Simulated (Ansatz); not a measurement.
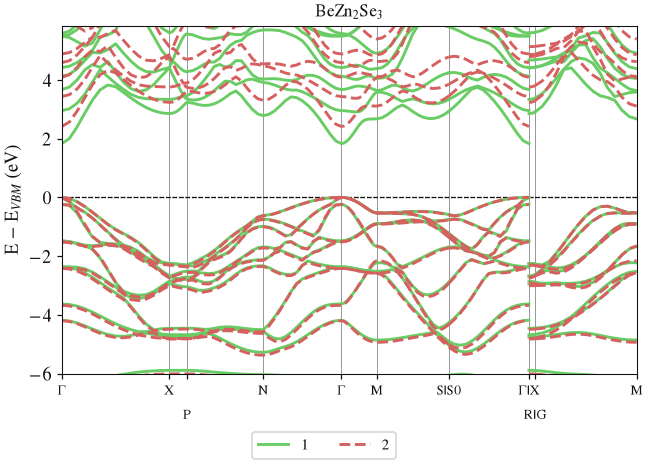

Band structures of BeZn₂Se₃, space group I-4m2 (No. 119), 6 atoms in the cell, by two methods on the same cell. Each is counted from its own valence-band top.

**Which curve is which? The methods: r2SCAN, PBE.**

1 is PBE; 2 is r2SCAN. PBE gives a gap of 1.83 eV along the path and r2SCAN gives a gap of 2.41 eV along the path.

Settings. PBE: DFT PBE, scalar-relativistic, plane waves, PAW, no spin polarisation, 10×10×10 k mesh, 420 eV cutoff, Gaussian smearing of 0.02 eV (Ansatz). r2SCAN: DFT r2SCAN, scalar-relativistic, plane waves, PAW, no spin polarisation, 10×10×10 k mesh, 500 eV cutoff, Gaussian smearing of 0.02 eV (Ansatz).

The structure is an invented one, so it need not be a known or stable phase.
